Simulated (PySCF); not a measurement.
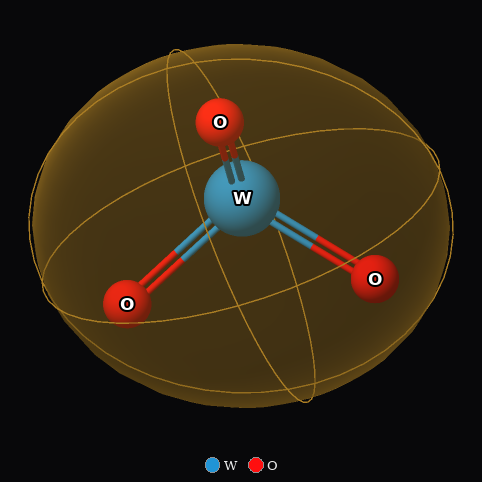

The ellipsoid shows the static dipole polarisability: its half-axes are proportional to the principal values. Charge 0, singlet. The computed structure is the end point of a PBE0-D3(BJ)/def2-SVP optimisation. No frequency run is at hand to confirm it as a minimum. Method: ωB97X-D/def2-SVPD, core potentials on W (PySCF 2.14.0).

How large and how anisotropic is the polarisability?

Principal values 30.8, 50.5, 50.5 bohr³; mean 44.0 bohr³ (6.51 Å³); anisotropy 19.8 bohr³, so the longest axis is 1.64 times the shortest.
